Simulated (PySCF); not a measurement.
**[OsCl3]+: relaxation and vibrations of the quintet**

Aim: relax [OsCl3]+ as a quintet from a PBE0 minimum start, check by its vibrations whether the end is a minimum, and collect its spectrum and constants.

The runs use PySCF 2.14.0; PBE0, basis Os def2-SVP with ECP60, Cl def2-SVP, scalar-relativistic core potentials, no spin–orbit coupling, density fitting.

### Step 1. Where the work starts

4 atoms, charge 1, spin multiplicity 5.

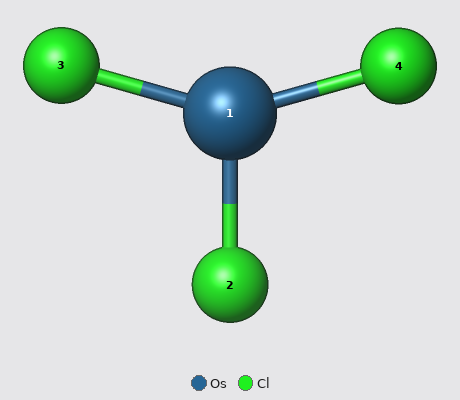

The starting geometry (osmium blue, chlorine green); atoms are numbered from 1 in the order of the file.

```xyz
4
charge 1 multiplicity 5
Os    0.0000    0.0000   -0.1151
Cl    0.0000    0.0000    2.0524
Cl    2.1293    0.0000   -0.7195
Cl   -2.1293    0.0000   -0.7195
```

### Step 2. First SCF at the start

One driver script runs all steps and calls PySCF; scf.py shows how it sets up the SCF of each step. The optimiser is the driver's own. After this first run the driver tries any further starts and a stability analysis.

Input file scf.py:

```python
from pyscf import gto, scf, dft
mol = gto.M(atom='''
Os     0.000000    -0.000000    -0.115086
Cl     0.000000    -0.000000     2.052397
Cl     2.129318    -0.000000    -0.719454
Cl    -2.129318     0.000000    -0.719454''',
    basis={'Os': 'def2-SVP', 'Cl': 'def2-SVP'},
    ecp={'Os': 'def2-SVP'},
    charge=1, spin=4)
mf = dft.UKS(mol, xc='PBE0')
mf.grids.atom_grid = (50, 194)
aux = {'Os': 'def2-universal-JKFIT', 'Cl': 'def2-universal-JKFIT'}
mf = mf.density_fit(auxbasis=aux)
mf.conv_tol = 1e-08
mf.diis_space = 10
mf.max_cycle = 60
mf.init_guess = 'minao'
mf.verbose = 4
mf.kernel()
```

On the command line:

```sh
OMP_NUM_THREADS=2 python axn.py task.json out
```

Log:

```text
init E= -1458.41677706953
[... the frontier-level lines of each cycle are left out ...]
cycle= 1 E= -1469.99291663023  delta_E= -11.6  |g|= 0.428  |ddm|= 5.91
cycle= 2 E= -1469.53492876205  delta_E= 0.458  |g|= 1.01  |ddm|= 1.24
cycle= 3 E= -1470.09981160854  delta_E= -0.565  |g|= 0.064  |ddm|= 0.978
cycle= 4 E= -1470.10026884195  delta_E= -0.000457  |g|= 0.0725  |ddm|= 0.166
cycle= 5 E= -1470.10285985055  delta_E= -0.00259  |g|= 0.0333  |ddm|= 0.0955
cycle= 6 E= -1470.10340401856  delta_E= -0.000544  |g|= 0.0146  |ddm|= 0.0331
cycle= 7 E= -1470.10355224813  delta_E= -0.000148  |g|= 0.00306  |ddm|= 0.0247
cycle= 8 E= -1470.10356220775  delta_E= -9.96e-06  |g|= 0.000951  |ddm|= 0.00849
cycle= 9 E= -1470.10356326083  delta_E= -1.05e-06  |g|= 0.000196  |ddm|= 0.00241
cycle= 10 E= -1470.10356332395  delta_E= -6.31e-08  |g|= 7.51e-05  |ddm|= 0.000655
cycle= 11 E= -1470.10356333047  delta_E= -6.52e-09  |g|= 1.55e-05  |ddm|= 0.000215
Extra cycle  E= -1470.10356333061  delta_E= -1.4e-10  |g|= 2.36e-05  |ddm|= 5.75e-05
converged SCF energy = -1470.10356333061  <S^2> = 6.0180196  2S+1 = 5.0072026
```

This step, with its further starts and checks, ran for 24 s (2 threads of Arm Neoverse N1, shared host).

The starts that the driver tried:

```csv
start,energy (Eh)
the minimal-basis guess,-1470.103563
a thermally smeared density,-1470.103563
a smeared PBE density,-1470.103563
```

No lower solution of this spin turned up from the other starts or in the test of internal stability.

### Step 3. PBE0 minimum start, quintet: relaxation

The program finds C2v symmetry in the start, which this walk keeps. Threshold on the gradient: 0.0003 Eh/bohr, with a further test on the energy change.

scf.py: that of step 2 with these lines changed.

```diff
@@ -3,4 +3,4 @@
-Os     0.000000    -0.000000    -0.115086
-Cl     0.000000    -0.000000     2.052397
-Cl     2.129318    -0.000000    -0.719454
-Cl    -2.129318     0.000000    -0.719454''',
+Os     0.000000     0.000000    -0.112933
+Cl     0.000000     0.000000     2.054550
+Cl     2.129318     0.000000    -0.717301
+Cl    -2.129318     0.000000    -0.717301''',
@@ -17 +16,0 @@
-mf.init_guess = 'minao'
```

Steps of the walk:

```csv
step,energy (Eh),change (kJ/mol),largest symmetric gradient (Eh/bohr)
0,-1470.103563,0.00,0.00032
1,-1470.103564,0.00,0.00016
```

The walk took 8.5 s.

Positions (Å) and forces (eV/Å) along the way:

```
step 0
Os   0.000   0.000  -0.113   0.000   0.000   0.016
Cl   0.000   0.000   2.055   0.000   0.000   0.003
Cl   2.129   0.000  -0.717   0.002   0.000  -0.010
Cl  -2.129   0.000  -0.717  -0.002   0.000  -0.010
step 1
Os   0.000   0.000  -0.112   0.000   0.000   0.008
Cl   0.000   0.000   2.056   0.000   0.000   0.004
Cl   2.129   0.000  -0.718  -0.002   0.000  -0.006
Cl  -2.129   0.000  -0.718   0.002   0.000  -0.006
```

End point (C2v, 1 steps, 0.0 kJ/mol gained): Os–Cl 2.167 Å, Os–Cl 2.214 Å (×2); Cl–Os–Cl 105.9° (×2), Cl–Os–Cl 148.2°.

### Step 4. Vibrations and properties at this point

On the finer grid the gradient is checked again; gradients at displacements of ±0.02 bohr then give force constants and infrared intensities.

scf.py: that of step 3 with these lines changed.

```diff
@@ -3,4 +3,4 @@
-Os     0.000000     0.000000    -0.112933
-Cl     0.000000     0.000000     2.054550
-Cl     2.129318     0.000000    -0.717301
-Cl    -2.129318     0.000000    -0.717301''',
+Os     0.000000     0.000000    -0.112809
+Cl     0.000000     0.000000     2.054751
+Cl     2.129047     0.000000    -0.718515
+Cl    -2.129047     0.000000    -0.718515''',
@@ -11 +11 @@
-mf.grids.atom_grid = (50, 194)
+mf.grids.atom_grid = (75, 302)
@@ -14 +14 @@
-mf.conv_tol = 1e-08
+mf.conv_tol = 1e-10
```

This SCF starts from the last density.

Log of the central SCF (cycles and frontier levels):

```text
init E= -1470.10349212462
[... the frontier-level lines of each cycle are left out ...]
cycle= 1 E= -1470.10349212462  delta_E= 4.55e-12  |g|= 1.51e-06  |ddm|= 3.57e-06
Extra cycle  E= -1470.10349212461  delta_E= 4.09e-12  |g|= 2.78e-06  |ddm|= 5.46e-06
converged SCF energy = -1470.10349212461  <S^2> = 6.0180282  2S+1 = 5.0072061
```

The whole step took 1.7 min.

Geometry: C2v; Os–Cl 2.168 Å, Os–Cl 2.214 Å (×2); Cl–Os–Cl 105.9° (×2), Cl–Os–Cl 148.2°.

Modes, for the most abundant isotopes:

```csv
symmetry,ω (cm⁻¹),IR (km/mol),type
b2,49,0.0,bend
b1,59,1.8,bend
a1,103,0.0,bend
a1,424,1.4,stretch
b2,437,57.8,stretch
a1,458,13.0,stretch
```

Every mode is real; the point is a minimum.

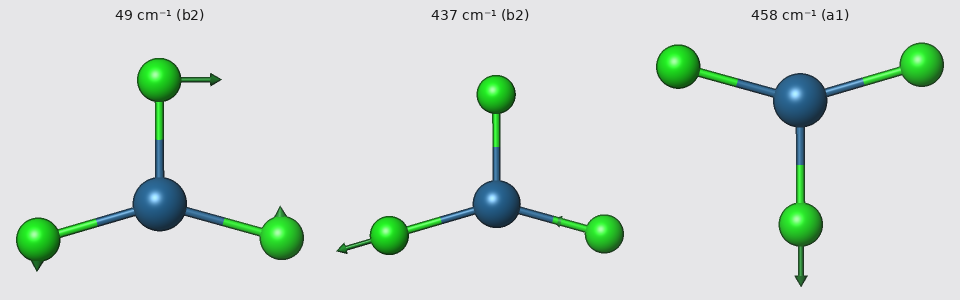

How the atoms move in 3 of the modes.

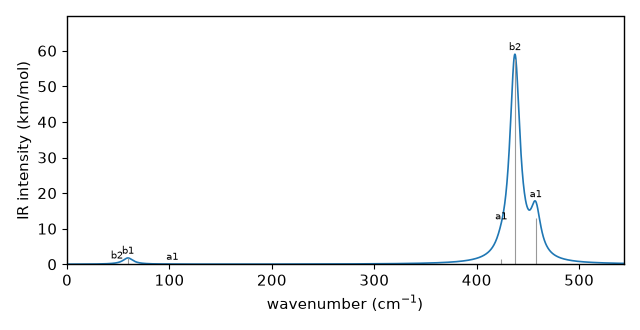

The harmonic infrared spectrum (widths in cm⁻¹). Lines are broadened to a width of 12 cm⁻¹ (Lorentzian).

Properties at this point:

| Item | Value |
| --- | --- |
| Dipole moment about the centre of mass | 0.07 D |
| Highest occupied level | -13.61 eV |
| Lowest empty level | -11.03 eV |
| Rotational constants | 0.09054, 0.05318, 0.0335 cm⁻¹ |
| Zero-point energy | 9.1 kJ/mol |
| Principal polarisabilities | 33.7, 70.0, 98.9 bohr³ |
| Principal traceless quadrupole moments about the centre of mass | -4.42, 1.46, 2.96 D Å |
| Entropy at 298.15 K and 1 bar (electronic part: spin only) | 371.3 J/(mol K) |
| Heat capacity Cp at 298.15 K | 75.3 J/(mol K) |
| Enthalpy at 298.15 K above 0 K | 18.32 kJ/mol |
| Rotational symmetry number | 2 |
| Spin squared ⟨S²⟩ | 6.018 |

Charges (e) and bond orders:

```json
{"atom": "Os1", "Mulliken": "0.85", "Löwdin": "-0.08", "polar tensor": "1.57", "spin (Mulliken)": "2.99", "Mayer order to Os1": "–"}
{"atom": "Cl2", "Mulliken": "0.11", "Löwdin": "0.44", "polar tensor": "-0.10", "spin (Mulliken)": "0.32", "Mayer order to Os1": "1.45"}
{"atom": "Cl3,4", "Mulliken": "0.02", "Löwdin": "0.32", "polar tensor": "-0.24", "spin (Mulliken)": "0.35", "Mayer order to Os1": "1.30"}
```

Outer orbital energies (eV). α occupied: -16.68, -16.57, -16.24, -16.09, -15.50, -15.06, -14.41, -13.61; empty: -10.40, -5.73, -5.09, -2.87. β occupied: -18.47, -17.67, -16.47, -16.42, -16.23, -15.57, -15.24, -15.10; empty: -11.03, -10.98, -10.60, -10.05.

Mulliken populations on Os1 (outside its core potential): s 2.60, p 6.33, d 6.17, f 0.05.

### Step 5. Summary of results

| quantity | value |
| --- | --- |
| minimum | quintet, C2v |
| geometry | Os–Cl 2.168 Å, Os–Cl 2.214 Å (×2); Cl–Os–Cl 105.9° (×2), Cl–Os–Cl 148.2° |
| wavenumbers (cm⁻¹) | 49 (b2), 59 (b1), 103 (a1), 424 (a1), 437 (b2), 458 (a1) |
| dipole moment (centre of mass) | 0.07 D |
| highest occupied, lowest empty level (either spin) | -13.61, -11.03 eV |
| polar-tensor charge of Os1 | +1.57 e |
| zero-point energy | 9.1 kJ/mol |
| entropy at 298.15 K | 371.3 J/(mol K) |
| ⟨S²⟩ | 6.018 |

The PBE0 minimum start keeps its C2v symmetry and ends in a minimum. The strongest infrared band lies at 437 cm⁻¹ (b2, stretch). Most of the spin sits on Os1 (Mulliken spin 2.99, against 4 for the whole molecule). Other starts or spin states, not run here, may lie lower. Open d and f shells are described by one determinant, and the ground state may have another occupation or spin. With an element this heavy the missing spin–orbit coupling can shift these numbers.

The search up to here took 2.3 min.
